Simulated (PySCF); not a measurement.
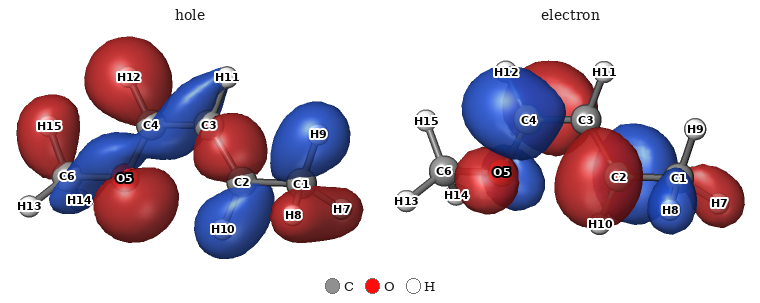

C₅H₉O, charge +1, SMILES `C[CH+]/C=C\OC`. Leading natural transition orbital pair of T₂ (full linear response triplet states); the surfaces enclose about 85 % of each orbital's density.

Computed with PySCF, PBE0/6-31+G*, geometry: GFN2-xTB. No frequency check shows the geometry to be a minimum.

> Where does the state lie, and where do hole and electron sit?

5.15 eV (241 nm), spin-forbidden from the singlet ground state; the leading pair carries 99 %; hole on O5 (29 %), C4 (11 %) and C2 and C3 (10 % each), electron on C4 (33 %), C2 (26 %) and O5 (15 %); their centroids lie 0.3 Å apart. In canonical orbitals it is mainly HOMO−1 → LUMO (81 %). The HOMO–LUMO gap is 5.17 eV.
